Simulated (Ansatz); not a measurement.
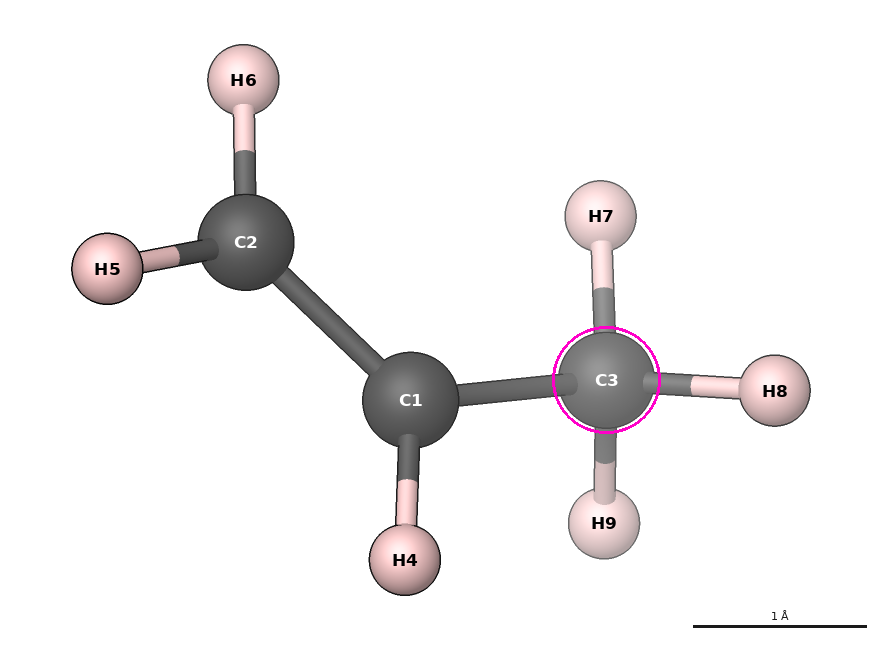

Figure made from data computed with Ansatz.

Orthographic view. Atoms fade into the background with distance from the viewer. Charge +1, doublet. Geometry: a fixed input geometry, not necessarily a minimum.

Name the neighbours of the circled atom.

Answer. The circled atom is C3; it is bonded to C1, H7, H8, H9.

Of C1 and C3, which is nearer the viewer?

Answer. C1; the bond to C3 points away from the viewer, so it looks shorter than its 1.49 Å.

What is the shortest path along bonds from the circled atom to H6?

Answer. C3–C1–C2–H6, 3 bonds; through space the two are 2.79 Å apart.
